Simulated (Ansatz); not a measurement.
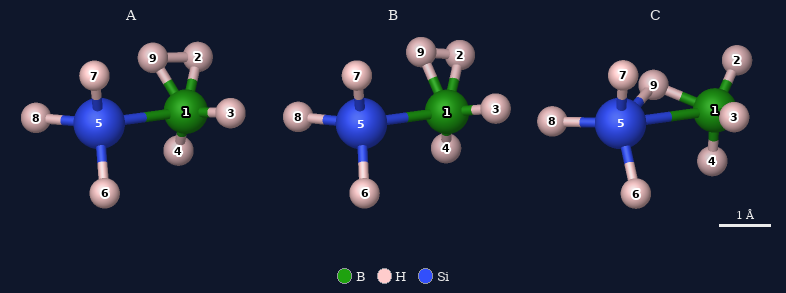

3 geometries from a converged minimum-energy path of BSiH7, shuffled. Style: ball-and-stick. Shown from a free direction.

Level of theory: RKS B3LYP-D4/def2-TZVP in Ansatz. Run with 7 movable images; climbing image; force threshold 0.05 eV/Å; iteration limit 60; starting path through a guess of the saddle point.

### One of them is the converged climbing image. Which?

A. In order along the path, whose images run from 0 to 8: C (image 2, +3.5 kJ/mol), A (image 5, +43.1 kJ/mol), B (image 8, +40.8 kJ/mol). No bond forms or breaks between the ends. Bond angles that change up to the highest image, for instance: H2–B1–H9 100.1° → 48.9°, H3–B1–Si5 64.7° → 104.4°.
